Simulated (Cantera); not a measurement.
Feed: 1 mol c-C4F8, 0.051 mol CH4, at 1.40 Pa.

Equilibrium computed with Cantera from the NASA thermochemical tables; the gas is ideal and each condensed phase is pure. Candidate condensed phases: C, C6H6, C7H8, C8H18; 95 gas species. The feed counts by its element totals alone. Condensed phases not in the tables: fluorocarbon polymer. Gases not in the tables: C2F6 and larger saturated fluorocarbons. The numbers say what is thermodynamically allowed, not how fast it happens.

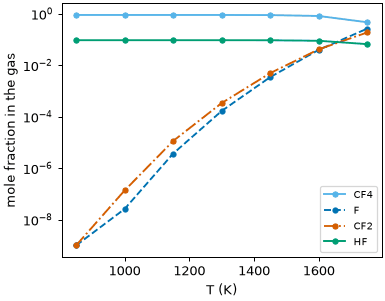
*Equilibrium gas composition (values under 1e-9 drawn at 1e-9)*

Question: Read off the mole fractions at 1300 K.

Answer: CF4 about 0.90, HF about 0.095, CF2 about 0.00034, F about 0.00017.
